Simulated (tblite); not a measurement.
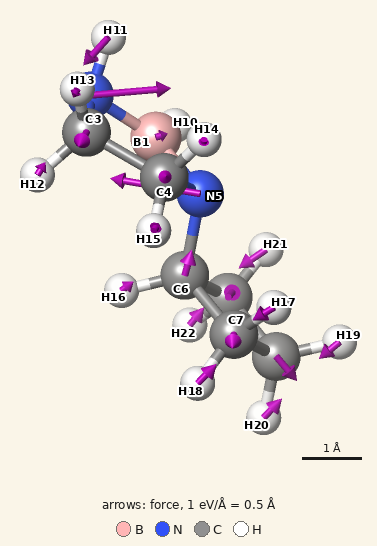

Starting geometry of C$_{6}$H$_{13}$BN$_{2}$ with the computed forces as purple arrows. A ball-and-stick model, seen from a free direction.

All numbers below come from tblite, GFN2-xTB geometry optimisation, gas phase. 

Question: What follows when this structure is relaxed?

Answer: It isn't relaxed: the largest force vector, on an N atom, is 3.20 eV/Å. The final displacements have little in common with the starting forces (cosine between the two patterns 0.22). After 142 geometry steps the energy has fallen by 1.485 eV. An H atom moves most after the best rigid fit: 1.63 Å. Largest moves by element: H 1.63 Å, C 0.89 Å, N 0.82 Å, B 0.12 Å. Near-neighbour distances that change, for instance: B–N 1.517 → 1.407 Å, B–N 1.495 → 1.403 Å, C–N 1.482 → 1.428 Å, H–N 1.046 → 1.004 Å. Bond angles that change, for instance: B–N–H 106.4° → 130.1°, B–N–C 110.2° → 133.6°, B–N–C 101.1° → 111.0°. Groups turn about C–C by about 25°.
